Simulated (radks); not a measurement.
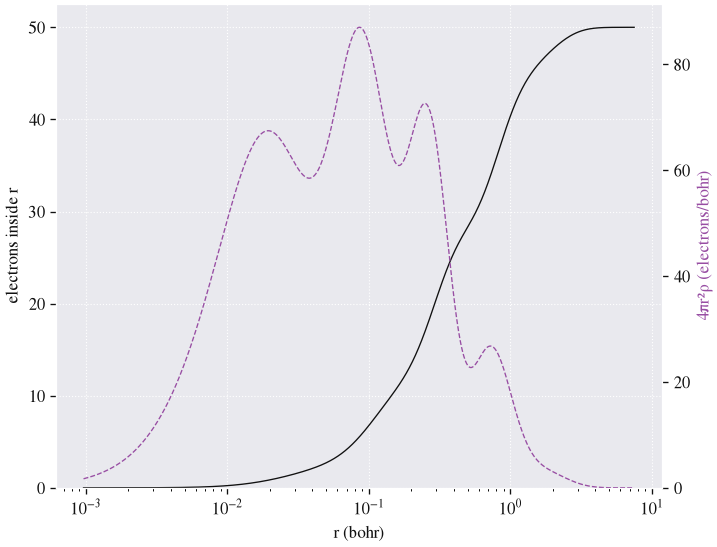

Te²⁺ (Z = 52, 50 electrons) in the configuration [Kr] 4d10 5s2 5p2. Computed with the in-house radial solver radks: scalar-relativistic Kohn-Sham, r2SCAN, spin-unpolarised, spherical densities, finite nucleus.

```
Z 52
configuration [Kr] 4d10 5s2 5p2
relativity scalar-relativistic
functional r2scan,r2scan
spin unpolarised
nucleus finite rms 4.7423 fm
c 137.035999084
```

Launched within a batch that task.json describes:
```bash
python run_ks.py task.json out
```

The plot shows the number of electrons inside radius r (solid) and the radial density 4πr²ρ (dashed).

Q: What does the plot show?

Answer: The count levels off at 50 electrons. Half of them lie within 0.386 bohr, 90 % within 1.41 bohr and 99 % within 3.04 bohr. The radial density has minima at 0.0380, 0.164 and 0.528 bohr, where the count stands at 2.0, 11.2 and 28.9; these part the shells that the density resolves.
